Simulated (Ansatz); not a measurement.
System: zinc-blende BeTe. Method: LDA (Ansatz, a first-principles code, plane waves, PAW).

Run with plane-wave cutoff 520 eV, 10×10×10 k mesh, Fermi–Dirac smearing 0.01 eV, scalar-relativistic PAW data made under PBE.

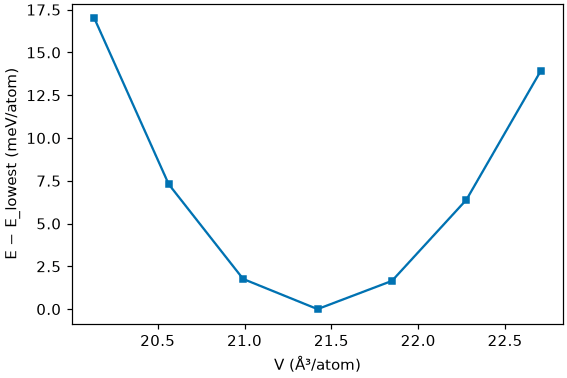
*Total energy against volume*

Q: From the curve, estimate the equilibrium volume and the bulk modulus.

A: V0 ≈ 21.4 Å³/atom and B0 ≈ 64 GPa; the fit gives V0 = 21.420 Å³/atom, B0 = 63.7 GPa, B′ = 4.0.

Measured, for comparison: bulk modulus 67 GPa (room temperature, no zero-point or thermal correction; as tabulated in Elmahjoubi et al. (2023), arXiv:2303.01780); equilibrium volume per atom 22.26 Å³/atom (temperature not stated, no zero-point or thermal correction; as tabulated in Bernardini et al. (2000), arXiv:cond-mat/0007180). Computed (rounded) less measured: bulk modulus -5 %, equilibrium volume per atom -3.8 %.

Spin–orbit coupling is not included.

The computed numbers hold no vibrational or temperature effects.
